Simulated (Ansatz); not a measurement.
Take Al2O3 in the corundum structure (space group R-3c, No. 167; a = 4.808 Å, c = 13.122 Å (hexagonal axes)) as the base.

Now apply this change: an isotropic linear strain of −4.18 %; the atoms relax in the strained cell.

The values are results of Ansatz (a program for electronic structure) PBE, without spin-orbit coupling, earlier PAW set, not measurements.

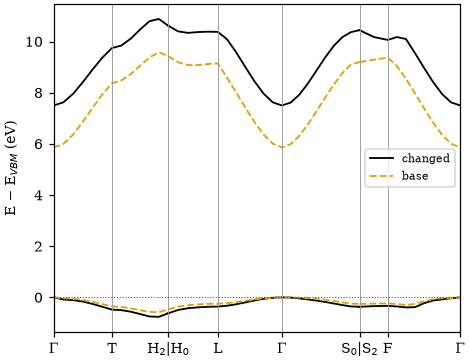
*Highest valence and lowest conduction band along the path, each from its own valence-band maximum*

Problem. From the figure, how large is the changed gap, and is it direct?

Solution. About 7.5 eV, direct at Γ.

Whether these cells are dynamically stable was not tested.
